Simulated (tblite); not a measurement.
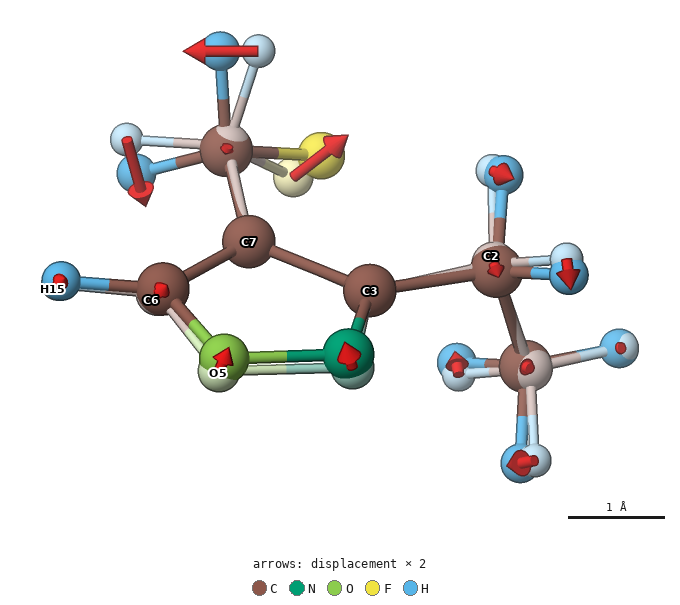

A relaxation of C$_{6}$H$_{8}$FNO (charge +1, multiplicity 2). The starting structure is drawn faded, the final one solid; red arrows show the displacements, magnified 2 times. The two geometries are superimposed by the best rigid fit.

A ball-and-stick model, seen from a free direction.

All numbers below come from GFN2-xTB geometry optimisation, gas phase in tblite 0.8.0. 

### Describe the change and its energy.

The largest move after the best rigid fit is that of an H atom, 0.46 Å. By element the largest moves are H 0.46 Å, F 0.41 Å, N 0.17 Å, O 0.14 Å, C 0.09 Å. Among the contacts that change: N–O 1.439 → 1.332 Å, C–O 1.382 → 1.313 Å, C–C 1.412 → 1.387 Å, C–C 1.493 → 1.475 Å. Bond angles that change, for instance: C–C–C 123.4° → 127.9°, N–C–C 111.5° → 107.3°, C–C–H 111.6° → 108.2°. Groups turn about C–C by about 25°. Over 90 geometry steps the energy falls by 38.4 kJ/mol.
